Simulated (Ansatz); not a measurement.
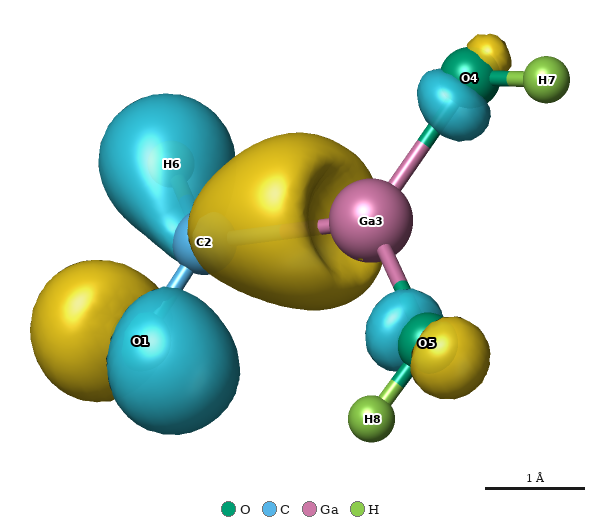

Figure. CH3GaO3. One frontier orbital at ±0.15 Å⁻³ᐟ² (yellow and cyan are the two phases), seen at a tilt.

Geometry: PBE0-D4/def2-TZVP.

All numbers below come from RKS PBE0-D4/def2-TZVPP in Ansatz 0.2.0.

```xyz
8

O    -0.3787    0.1922    2.3759
C    -0.0891    0.8457    1.4096
Ga    0.0575   -0.0583   -0.3925
O     0.4811    0.8463   -1.8637
O    -0.2286   -1.8044   -0.6029
H     0.0952    1.9390    1.5147
H     0.5173    0.2995   -2.6525
H    -0.4547   -2.2599    0.2115
```

**Which orbital is it: HOMO or LUMO?**

The HOMO, at −7.20 eV. It lies mainly on O1 (about 45 %), C2 (about 20 %), Ga3 (about 15 %) and H6 (about 10 %); it is symmetric in the molecular plane (an in-plane orbital: σ, lone-pair or in-plane π type).
